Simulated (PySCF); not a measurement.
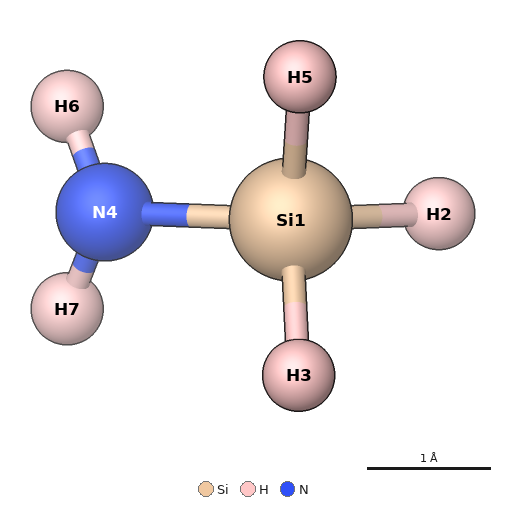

Orthographic view. Atoms fade into the background with distance from the viewer. The geometry was computed by an optimisation with PBE0-D4/def2-TZVP. No frequency run is at hand to confirm it as a minimum.

Give the geometry as a Z-matrix, atoms in numerical order, with these reference atoms: 2 to 1; 3 to 1, 2; 4 to 1, 3, 2; 5 to 1, 3, 2; 6 to 4, 1, 5; 7 to 4, 6, 1.

```
Si 
H    1   1.494
H    1   1.486   2   107.2
N    1   1.720   3   108.0   2   125.7
H    1   1.486   3   110.5   2  -116.7
H    4   1.007   1   119.6   5    48.2
H    4   1.007   6   110.7   1  -145.4
```
